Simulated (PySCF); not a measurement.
C3H8Si2

Input file:

```
{"job": {"kind": "nmr", "xc": "PBE0", "basis": "pcSseg-1"}, "charge": 0, "multiplicity": 1}
C     -0.509677    -1.315309     0.202293
C      0.802536    -1.226853     0.393077
Si     1.641183     0.445149     0.164799
Si    -0.360941     1.451676    -0.375424
C     -1.382855    -0.162397    -0.186116
H     -1.027102    -2.263460     0.324361
H      1.355492    -2.113295     0.672539
H      2.315964     0.854413     1.404045
H      2.682144     0.360051    -0.868488
H     -0.906021     2.470241     0.531219
H     -0.543452     1.974973    -1.735110
H     -2.167798    -0.054969     0.567271
H     -1.903860    -0.419735    -1.112195
```

Launched as:

```sh
OMP_NUM_THREADS=1 python probes_run.py task.json out
```

Geometry: GFN2-xTB.

All numbers below come from PBE0/pcSseg-1, SCF density, gas phase, non-relativistic (PySCF).

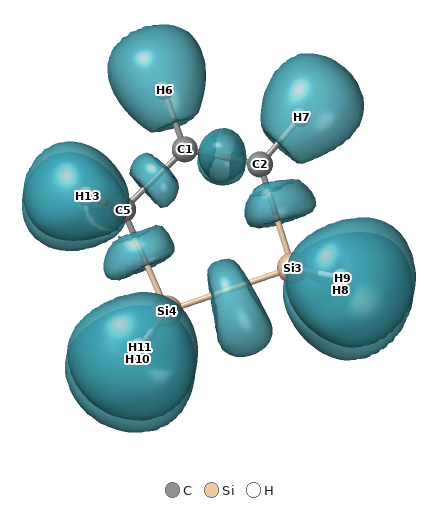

Figure 1. Isosurface of the ELF at 0.75 (cyan), seen across its widest extent. Only the valence region is drawn (cores and ρ < 0.01 e/Å³ removed).

**Describe the localisation domains.**

At this value the surface marks out two regions between bonded C–C atoms (shared pairs), two regions between bonded C–Si atoms (shared pairs), one region between bonded Si–Si atoms (shared pairs) and eight regions around hydrogen nuclei. Profiles from the grid: C–C (1.33 Å): the ELF peaks at about 0.95 between the atoms; a short, multiple covalent bond. C–Si (1.88 Å): the ELF peaks at about 0.95 between the atoms; a shared electron pair.

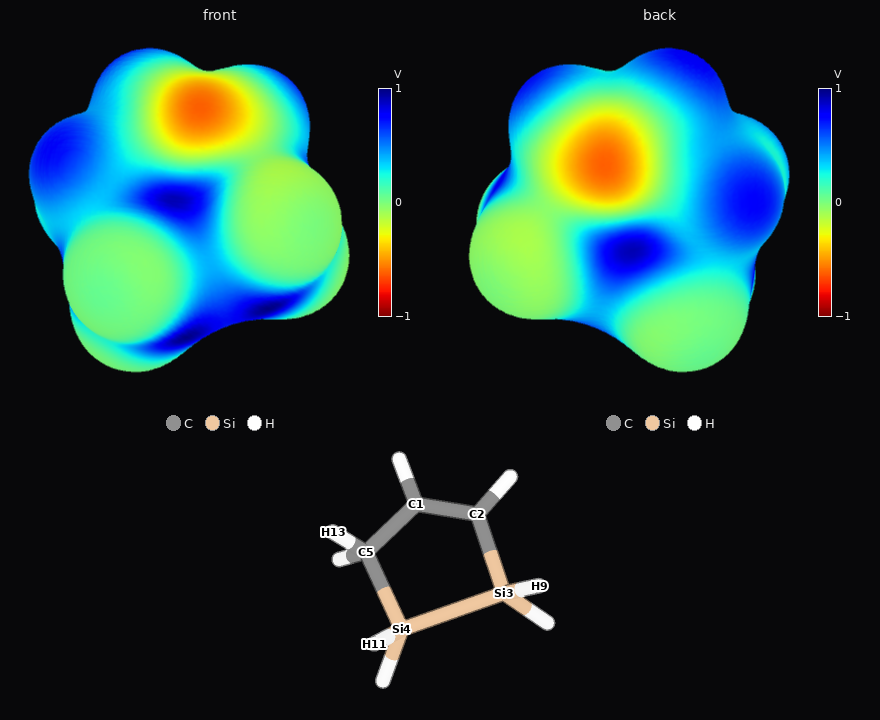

Figure 2. The molecular electrostatic potential painted on the density surface at 0.002 e/bohr³, seen from the front and from behind; red is negative and blue positive. The bare structure is drawn below in the same view.

**Describe the electrostatic potential map.**

The most negative region (about −0.6 V) lies over the π face of C1 and C2, the most positive (about +0.9 V) over Si3 and Si4.

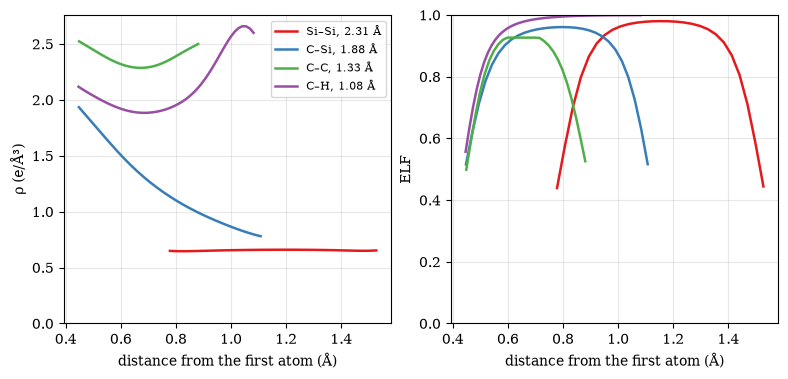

Figure 3. Total electron density and electron localisation function along straight lines between neighbouring atoms. The curves leave out the atomic cores.

**What can be read from the curves?**

Si–Si (2.31 Å): the density is about 0.66 e/Å³ at the midpoint; the ELF peaks at about 1 between the atoms: a covalent bond.
C–Si (1.88 Å): the density is about 0.92 e/Å³ at the midpoint; the ELF peaks at about 0.95 between the atoms: a shared electron pair.
C–C (1.33 Å): ρ is about 2.3 e/Å³ halfway; the ELF peaks at about 0.95 between the atoms (a multiple bond).
C–H (1.08 Å): ρ at the midpoint is about 2 e/Å³; the ELF climbs to about 1 towards the hydrogen, as it does in any bond to H; a covalent bond by its length.
